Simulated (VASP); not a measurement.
**NaH$_{13}$O$_{7}$: molecular dynamics (part 1 of 5)**

System: NaH$_{13}$O$_{7}$ (disordered cell, 21 atoms in the cell).
Method: Kohn-Sham DFT of a periodic cell, PBE with D3(BJ), VASP PAW PBE potentials, recommended, no spin polarisation (VASP 6.6.1).

It belongs to a series of runs on one base structure; here: dynamics from the start.

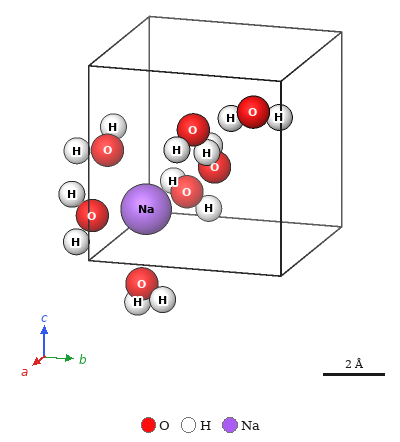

**Figure 1.** The input geometry (spheres-only view of the cell of the calculation, seen slightly off an axis).

### INCAR
```
PREC = Accurate
ENCUT = 520
EDIFF = 1E-5
ISMEAR = -1
SIGMA = 0.05
LREAL = Auto
LASPH = T
NELM = 100
ALGO = Fast
ISIF = 2
LWAVE = F
LCHARG = F
GGA = PE
IVDW = 12
IBRION = 0
NSW = 40
POTIM = 0.5
TEBEG = 300.0
TEEND = 300.0
ISYM = 0
NELMIN = 4
RANDOM_SEED = 558628 0 0
MDALGO = 3
LANGEVIN_GAMMA = 20 20 20
```

### KPOINTS
```
regular mesh
0
Gamma
  1 1 1
```

### POSCAR
```
NaH13O7
1.0
    6.6282230000      0.0000000000      0.0000000000
    0.0000000000      6.6282230000      0.0000000000
    0.0000000000      0.0000000000      6.6282230000
O H Na
7 13 1
Direct
    0.3428897400      0.8900184700      0.3911863200
    1.0997725000      0.2271383500      0.1436069900
    0.5982543200      0.1497830300      0.7909993000
    0.4804840000      0.4905473200      0.3880598600
    0.7771896800      0.9484523700      0.1706900300
    0.8951724800      0.8234617800      0.8014936400
    0.7691839300      0.4713078200      0.6504344800
    0.2261612000      0.8841094900      0.4815764100
    0.3904643900      0.7462080900      0.3889585100
    1.0371938100      0.3205114500      0.0496370600
    0.9949500500      0.1230953700      0.1651190900
    0.6706970400      0.2803050500      0.7386653500
    0.5216011000      0.1032058200      0.6736577300
    0.5996279400      0.4880293900      0.4921943700
    0.3695258100      0.4302188200      0.4643485000
    0.8215080000      0.8795546000      0.0415373800
    0.7861180500      0.8443880100      0.2739717600
    0.8415879600      0.6906249700      0.7448266700
    0.7993252300      0.9285498400      0.7581177600
    0.8835681600      0.4217927100      0.5729592600
    0.4521847200      0.1255589300      0.1351944500
```

Command:
```bash
cat potpaw_PBE.64/O/POTCAR potpaw_PBE.64/H/POTCAR potpaw_PBE.64/Na_pv/POTCAR > POTCAR
mpirun -np 1 vasp_gam > vasp.out
```

### OSZICAR
```
N       E                     dE             d eps       ncg     rms          rms(c)
DAV:   1     0.646691129583E+03    0.64669E+03   -0.31986E+04    84   0.135E+03
DAV:   2    -0.224200624610E+02   -0.66911E+03   -0.64450E+03   110   0.343E+02
DAV:   3    -0.110770853350E+03   -0.88351E+02   -0.87883E+02   104   0.143E+02
DAV:   4    -0.113537702584E+03   -0.27668E+01   -0.27590E+01   104   0.303E+01
DAV:   5    -0.113626255473E+03   -0.88553E-01   -0.88491E-01   104   0.491E+00    0.199E+01
RMM:   6    -0.101866106500E+03    0.11760E+02   -0.39221E+01    84   0.256E+01    0.705E+00
RMM:   7    -0.101739359838E+03    0.12675E+00   -0.57966E+00    92   0.934E+00    0.489E+00
RMM:   8    -0.101573335879E+03    0.16602E+00   -0.97258E-01   103   0.581E+00    0.878E-01
RMM:   9    -0.101569369412E+03    0.39665E-02   -0.25284E-01   110   0.234E+00    0.583E-01
RMM:  10    -0.101577879686E+03   -0.85103E-02   -0.98877E-02    99   0.131E+00    0.349E-01
RMM:  11    -0.101578358529E+03   -0.47884E-03   -0.11694E-02    92   0.573E-01    0.108E-01
RMM:  12    -0.101579278115E+03   -0.91959E-03   -0.56112E-03    97   0.389E-01    0.102E-01
RMM:  13    -0.101579022656E+03    0.25546E-03   -0.14422E-03   103   0.183E-01    0.279E-02
RMM:  14    -0.101579074019E+03   -0.51364E-04   -0.59474E-04   101   0.954E-02    0.518E-02
RMM:  15    -0.101579005445E+03    0.68574E-04   -0.21745E-04    87   0.615E-02    0.155E-02
RMM:  16    -0.101579003853E+03    0.15928E-05   -0.51207E-05    86   0.330E-02
      1 T=   298. E= -.10142847E+03 F= -.10223683E+03 E0= -.10223683E+03  EK= 0.80836E+00 SP= 0.00E+00 SK= 0.00E+00
       N       E                     dE             d eps       ncg     rms          rms(c)
DAV:   1    -0.101559322846E+03    0.19683E-01   -0.13079E+00   104   0.641E+00    0.349E-01
RMM:   2    -0.101561774295E+03   -0.24514E-02   -0.36220E-02    84   0.102E+00    0.204E-01
RMM:   3    -0.101561831114E+03   -0.56819E-04   -0.47701E-03    99   0.377E-01    0.990E-02
RMM:   4    -0.101561850707E+03   -0.19593E-04   -0.95607E-04   115   0.176E-01    0.475E-02
RMM:   5    -0.101561849535E+03    0.11723E-05   -0.13074E-04    93   0.665E-02    0.168E-02
RMM:   6    -0.101561847033E+03    0.25016E-05   -0.43720E-05    73   0.362E-02
      2 T=   283. E= -.10145011E+03 F= -.10221960E+03 E0= -.10221960E+03  EK= 0.76949E+00 SP= 0.00E+00 SK= 0.00E+00
       N       E                     dE             d eps       ncg     rms          rms(c)
DAV:   1    -0.101515573097E+03    0.46276E-01   -0.21583E-02   104   0.173E+00    0.797E-02
RMM:   2    -0.101516556665E+03   -0.98357E-03   -0.10445E-02    84   0.552E-01    0.392E-02
RMM:   3    -0.101516616439E+03   -0.59775E-04   -0.79894E-04   104   0.166E-01    0.343E-02
RMM:   4    -0.101516619195E+03   -0.27559E-05   -0.16727E-04   114   0.712E-02    0.183E-02
RMM:   5    -0.101516620047E+03   -0.85203E-06   -0.22021E-05    62   0.266E-02
      3 T=   260. E= -.10146888E+03 F= -.10217431E+03 E0= -.10217431E+03  EK= 0.70543E+00 SP= 0.00E+00 SK= 0.00E+00
       N       E                     dE             d eps       ncg     rms          rms(c)
DAV:   1    -0.101462470414E+03    0.54149E-01   -0.28898E-02    94   0.163E+00    0.804E-02
RMM:   2    -0.101463218754E+03   -0.74834E-03   -0.81518E-03    84   0.484E-01    0.427E-02
RMM:   3    -0.101463258152E+03   -0.39397E-04   -0.60090E-04   105   0.154E-01    0.318E-02
RMM:   4    -0.101463260595E+03   -0.24432E-05   -0.12502E-04   103   0.648E-02    0.157E-02
RMM:   5    -0.101463261039E+03   -0.44379E-06   -0.18995E-05    59   0.253E-02
      4 T=   245. E= -.10145536E+03 F= -.10212091E+03 E0= -.10212091E+03  EK= 0.66556E+00 SP= 0.00E+00 SK= 0.00E+00
       N       E                     dE             d eps       ncg     rms          rms(c)
DAV:   1    -0.101414850692E+03    0.48410E-01   -0.30255E-02    84   0.157E+00    0.789E-02
RMM:   2    -0.101415337838E+03   -0.48715E-03   -0.58151E-03    84   0.422E-01    0.371E-02
RMM:   3    -0.101415367392E+03   -0.29555E-04   -0.47440E-04   104   0.135E-01    0.276E-02
RMM:   4    -0.101415365145E+03    0.22473E-05   -0.83148E-05    97   0.574E-02
      5 T=   235. E= -.10143541E+03 F= -.10207301E+03 E0= -.10207301E+03  EK= 0.63761E+00 SP= 0.00E+00 SK= 0.00E+00
       N       E                     dE             d eps       ncg     rms          rms(c)
DAV:   1    -0.101393191091E+03    0.22176E-01   -0.39338E-02    84   0.165E+00    0.873E-02
RMM:   2    -0.101393710470E+03   -0.51938E-03   -0.61924E-03    84   0.435E-01    0.524E-02
RMM:   3    -0.101393725152E+03   -0.14682E-04   -0.51080E-04   106   0.141E-01    0.313E-02
RMM:   4    -0.101393728306E+03   -0.31541E-05   -0.10868E-04   104   0.612E-02    0.155E-02
RMM:   5    -0.101393727787E+03    0.51901E-06   -0.15889E-05    56   0.263E-02
      6 T=   228. E= -.10143129E+03 F= -.10205143E+03 E0= -.10205143E+03  EK= 0.62014E+00 SP= 0.00E+00 SK= 0.00E+00
       N       E                     dE             d eps       ncg     rms          rms(c)
DAV:   1    -0.101400366629E+03   -0.66383E-02   -0.37597E-02   102   0.158E+00    0.816E-02
RMM:   2    -0.101400955389E+03   -0.58876E-03   -0.66600E-03    84   0.434E-01    0.493E-02
RMM:   3    -0.101400976945E+03   -0.21556E-04   -0.48117E-04   106   0.134E-01    0.349E-02
RMM:   4    -0.101400976877E+03    0.68972E-07   -0.12791E-04   102   0.619E-02    0.138E-02
RMM:   5    -0.101400976503E+03    0.37339E-06   -0.12225E-05    54   0.226E-02
      7 T=   230. E= -.10143563E+03 F= -.10205875E+03 E0= -.10205875E+03  EK= 0.62312E+00 SP= 0.00E+00 SK= 0.00E+00
       N       E                     dE             d eps       ncg     rms          rms(c)
DAV:   1    -0.101415783454E+03   -0.14807E-01   -0.29749E-02    96   0.166E+00    0.692E-02
RMM:   2    -0.101416551631E+03   -0.76818E-03   -0.81272E-03    84   0.480E-01    0.471E-02
RMM:   3    -0.101416581144E+03   -0.29513E-04   -0.57053E-04   102   0.150E-01    0.398E-02
RMM:   4    -0.101416569498E+03    0.11646E-04   -0.15085E-04   104   0.717E-02    0.154E-02
RMM:   5    -0.101416570311E+03   -0.81245E-06   -0.25911E-05    63   0.313E-02
      8 T=   241. E= -.10142106E+03 F= -.10207447E+03 E0= -.10207447E+03  EK= 0.65340E+00 SP= 0.00E+00 SK= 0.00E+00
       N       E                     dE             d eps       ncg     rms          rms(c)
DAV:   1    -0.101417596936E+03   -0.10274E-02   -0.27518E-02   104   0.163E+00    0.802E-02
RMM:   2    -0.101418277041E+03   -0.68010E-03   -0.77597E-03    84   0.480E-01    0.398E-02
RMM:   3    -0.101418312510E+03   -0.35469E-04   -0.61956E-04   105   0.148E-01    0.324E-02
RMM:   4    -0.101418308193E+03    0.43166E-05   -0.12017E-04   107   0.633E-02    0.167E-02
RMM:   5    -0.101418308439E+03   -0.24553E-06   -0.20859E-05    60   0.267E-02
      9 T=   249. E= -.10140015E+03 F= -.10207633E+03 E0= -.10207633E+03  EK= 0.67619E+00 SP= 0.00E+00 SK= 0.00E+00
       N       E                     dE             d eps       ncg     rms          rms(c)
DAV:   1    -0.101398363535E+03    0.19945E-01   -0.18347E-02   100   0.153E+00    0.655E-02
RMM:   2    -0.101398942178E+03   -0.57864E-03   -0.62652E-03    84   0.446E-01    0.446E-02
RMM:   3    -0.101398960601E+03   -0.18423E-04   -0.40993E-04    98   0.131E-01    0.347E-02
RMM:   4    -0.101398959568E+03    0.10328E-05   -0.13982E-04   108   0.672E-02    0.138E-02
RMM:   5    -0.101398959788E+03   -0.22058E-06   -0.19423E-05    61   0.263E-02
     10 T=   243. E= -.10139856E+03 F= -.10205711E+03 E0= -.10205711E+03  EK= 0.65855E+00 SP= 0.00E+00 SK= 0.00E+00
       N       E                     dE             d eps       ncg     rms          rms(c)
DAV:   1    -0.101359157519E+03    0.39802E-01   -0.13796E-02   104   0.146E+00    0.637E-02
RMM:   2    -0.101359711287E+03   -0.55377E-03   -0.60296E-03    84   0.437E-01    0.362E-02
RMM:   3    -0.101359735815E+03   -0.24529E-04   -0.38585E-04   100   0.126E-01    0.286E-02
RMM:   4    -0.101359736055E+03   -0.23937E-06   -0.10169E-04   105   0.584E-02    0.129E-02
RMM:   5    -0.101359735950E+03    0.10479E-06   -0.11437E-05    54   0.228E-02
     11 T=   233. E= -.10138519E+03 F= -.10201800E+03 E0= -.10201800E+03  EK= 0.63281E+00 SP= 0.00E+00 SK= 0.00E+00
       N       E                     dE             d eps       ncg     rms          rms(c)
DAV:   1    -0.101309194357E+03    0.50542E-01   -0.35075E-02    94   0.162E+00    0.895E-02
RMM:   2    -0.101309840995E+03   -0.64664E-03   -0.73943E-03    84   0.473E-01    0.521E-02
RMM:   3    -0.101309858630E+03   -0.17635E-04   -0.49501E-04    99   0.142E-01    0.357E-02
RMM:   4    -0.101309857616E+03    0.10135E-05   -0.14491E-04   109   0.684E-02    0.146E-02
RMM:   5    -0.101309857765E+03   -0.14924E-06   -0.15438E-05    54   0.260E-02
     12 T=   230. E= -.10134407E+03 F= -.10196824E+03 E0= -.10196824E+03  EK= 0.62418E+00 SP= 0.00E+00 SK= 0.00E+00
       N       E                     dE             d eps       ncg     rms          rms(c)
DAV:   1    -0.101264110814E+03    0.45747E-01   -0.29142E-02    92   0.151E+00    0.756E-02
RMM:   2    -0.101264697829E+03   -0.58702E-03   -0.65917E-03    85   0.446E-01    0.393E-02
RMM:   3    -0.101264725398E+03   -0.27569E-04   -0.44997E-04   100   0.137E-01    0.309E-02
RMM:   4    -0.101264723191E+03    0.22068E-05   -0.11243E-04   107   0.624E-02    0.123E-02
RMM:   5    -0.101264723181E+03    0.10693E-07   -0.15566E-05    59   0.251E-02
     13 T=   226. E= -.10131093E+03 F= -.10192318E+03 E0= -.10192318E+03  EK= 0.61225E+00 SP= 0.00E+00 SK= 0.00E+00
       N       E                     dE             d eps       ncg     rms          rms(c)
DAV:   1    -0.101230847828E+03    0.33875E-01   -0.31096E-02   104   0.150E+00    0.787E-02
RMM:   2    -0.101231408186E+03   -0.56036E-03   -0.63708E-03    84   0.433E-01    0.430E-02
RMM:   3    -0.101231431387E+03   -0.23201E-04   -0.44589E-04    99   0.133E-01    0.335E-02
RMM:   4    -0.101231426931E+03    0.44557E-05   -0.12384E-04    99   0.630E-02    0.134E-02
RMM:   5    -0.101231427103E+03   -0.17165E-06   -0.21235E-05    60   0.279E-02
     14 T=   218. E= -.10129853E+03 F= -.10188988E+03 E0= -.10188988E+03  EK= 0.59136E+00 SP= 0.00E+00 SK= 0.00E+00
       N       E                     dE             d eps       ncg     rms          rms(c)
DAV:   1    -0.101209238525E+03    0.22188E-01   -0.22798E-02    86   0.133E+00    0.655E-02
RMM:   2    -0.101209721957E+03   -0.48343E-03   -0.52959E-03    85   0.397E-01    0.356E-02
RMM:   3    -0.101209742866E+03   -0.20909E-04   -0.36148E-04   100   0.123E-01    0.284E-02
RMM:   4    -0.101209740927E+03    0.19386E-05   -0.11688E-04   111   0.608E-02    0.111E-02
RMM:   5    -0.101209739632E+03    0.12956E-05   -0.11459E-05    54   0.219E-02
     15 T=   208. E= -.10130477E+03 F= -.10186815E+03 E0= -.10186815E+03  EK= 0.56338E+00 SP= 0.00E+00 SK= 0.00E+00
       N       E                     dE             d eps       ncg     rms          rms(c)
DAV:   1    -0.101210474457E+03   -0.73353E-03   -0.35213E-02   104   0.145E+00    0.749E-02
RMM:   2    -0.101210982573E+03   -0.50812E-03   -0.57634E-03    85   0.412E-01    0.431E-02
RMM:   3    -0.101210999808E+03   -0.17234E-04   -0.41139E-04   100   0.130E-01    0.314E-02
RMM:   4    -0.101210998097E+03    0.17104E-05   -0.11995E-04   107   0.635E-02    0.124E-02
RMM:   5    -0.101210997648E+03    0.44922E-06   -0.16112E-05    60   0.258E-02
     16 T=   206. E= -.10131141E+03 F= -.10186929E+03 E0= -.10186929E+03  EK= 0.55788E+00 SP= 0.00E+00 SK= 0.00E+00
       N       E                     dE             d eps       ncg     rms          rms(c)
DAV:   1    -0.101235160573E+03   -0.24162E-01   -0.31286E-02   102   0.149E+00    0.725E-02
RMM:   2    -0.101235786903E+03   -0.62633E-03   -0.69130E-03    84   0.446E-01    0.467E-02
RMM:   3    -0.101235811042E+03   -0.24139E-04   -0.47380E-04   105   0.138E-01    0.376E-02
RMM:   4    -0.101235807566E+03    0.34767E-05   -0.15103E-04   100   0.683E-02    0.131E-02
RMM:   5    -0.101235807227E+03    0.33892E-06   -0.18449E-05    61   0.271E-02
     17 T=   214. E= -.10131264E+03 F= -.10189392E+03 E0= -.10189392E+03  EK= 0.58128E+00 SP= 0.00E+00 SK= 0.00E+00
       N       E                     dE             d eps       ncg     rms          rms(c)
DAV:   1    -0.101272270844E+03   -0.36463E-01   -0.20407E-02    96   0.155E+00    0.561E-02
RMM:   2    -0.101273074691E+03   -0.80385E-03   -0.82655E-03    84   0.490E-01    0.521E-02
RMM:   3    -0.101273099022E+03   -0.24331E-04   -0.55393E-04   106   0.152E-01    0.473E-02
RMM:   4    -0.101273085073E+03    0.13949E-04   -0.27630E-04    99   0.877E-02    0.178E-02
RMM:   5    -0.101273085504E+03   -0.43079E-06   -0.38940E-05    86   0.365E-02
     18 T=   223. E= -.10132660E+03 F= -.10193101E+03 E0= -.10193101E+03  EK= 0.60441E+00 SP= 0.00E+00 SK= 0.00E+00
       N       E                     dE             d eps       ncg     rms          rms(c)
DAV:   1    -0.101305637237E+03   -0.32552E-01   -0.31249E-02    94   0.189E+00    0.722E-02
RMM:   2    -0.101306786606E+03   -0.11494E-02   -0.11983E-02    84   0.570E-01    0.683E-02
RMM:   3    -0.101306804031E+03   -0.17425E-04   -0.74162E-04    95   0.170E-01    0.618E-02
RMM:   4    -0.101306750215E+03    0.53816E-04   -0.39185E-04    97   0.101E-01    0.221E-02
RMM:   5    -0.101306754221E+03   -0.40056E-05   -0.75077E-05    95   0.442E-02
     19 T=   234. E= -.10132868E+03 F= -.10196451E+03 E0= -.10196451E+03  EK= 0.63583E+00 SP= 0.00E+00 SK= 0.00E+00
       N       E                     dE             d eps       ncg     rms          rms(c)
DAV:   1    -0.101319470829E+03   -0.12721E-01   -0.17158E-02   104   0.178E+00    0.617E-02
RMM:   2    -0.101320447903E+03   -0.97707E-03   -0.10245E-02    84   0.539E-01    0.576E-02
RMM:   3    -0.101320477106E+03   -0.29203E-04   -0.71053E-04    98   0.164E-01    0.526E-02
RMM:   4    -0.101320443319E+03    0.33787E-04   -0.17356E-04   113   0.786E-02    0.257E-02
RMM:   5    -0.101320443855E+03   -0.53598E-06   -0.62825E-05    82   0.399E-02
     20 T=   247. E= -.10130637E+03 F= -.10197806E+03 E0= -.10197806E+03  EK= 0.67169E+00 SP= 0.00E+00 SK= 0.00E+00
       N       E                     dE             d eps       ncg     rms          rms(c)
DAV:   1    -0.101309697866E+03    0.10745E-01   -0.24169E-02   104   0.181E+00    0.894E-02
RMM:   2    -0.101310584431E+03   -0.88657E-03   -0.10463E-02    84   0.548E-01    0.489E-02
RMM:   3    -0.101310629024E+03   -0.44593E-04   -0.70347E-04    95   0.163E-01    0.424E-02
RMM:   4    -0.101310617796E+03    0.11228E-04   -0.17763E-04   107   0.767E-02    0.206E-02
RMM:   5    -0.101310620461E+03   -0.26647E-05   -0.49645E-05    80   0.367E-02
     21 T=   252. E= -.10128497E+03 F= -.10196812E+03 E0= -.10196812E+03  EK= 0.68316E+00 SP= 0.00E+00 SK= 0.00E+00
       N       E                     dE             d eps       ncg     rms          rms(c)
DAV:   1    -0.101278183928E+03    0.32434E-01   -0.27715E-02   104   0.181E+00    0.827E-02
RMM:   2    -0.101279093827E+03   -0.90990E-03   -0.10222E-02    84   0.542E-01    0.520E-02
RMM:   3    -0.101279134433E+03   -0.40605E-04   -0.67289E-04    94   0.160E-01    0.459E-02
RMM:   4    -0.101279114471E+03    0.19962E-04   -0.19701E-04   106   0.814E-02    0.185E-02
RMM:   5    -0.101279119175E+03   -0.47040E-05   -0.51359E-05    78   0.373E-02
```
